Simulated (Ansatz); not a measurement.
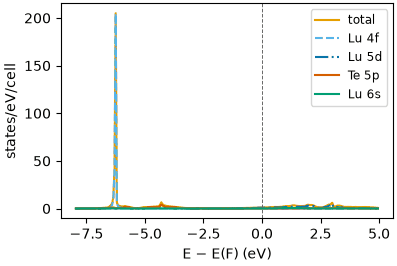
*Total and projected density of states of LuTe (rock salt, space group No. 225), PBEsol (plane waves, PAW; program Ansatz)*

**Question.** Which orbitals carry the states next to the Fermi level?

**Answer.** Within 0.5 eV of the Fermi level: Lu 5d 77 %, Lu 6s 9 %, Te 5p 7 %, outside the projected shells 6 %. Projections are on Löwdin-orthogonalised atomic valence shells; empty p or d shells of many metals are not among them.

**Question.** Where is the tallest occupied peak in this window, and what makes it?

**Answer.** Near -6.2 eV, about 200 states/eV per cell; the largest projected share is Lu 4f.

Space group Fm-3m (rock salt). The workflow started from an entry of the Crystallography Open Database (COD). Its standing as an ambient phase is unchecked. The PBEsol relaxation kept the symmetry of its start; its stability against distortions is not shown here. With an odd number of electrons in the cell and no spin polarisation, the count alone makes it a metal. Scalar-relativistic: spin–orbit coupling is off unless named, which matters more the heavier the elements.

Potentials: the later of the program's two PAW sets.
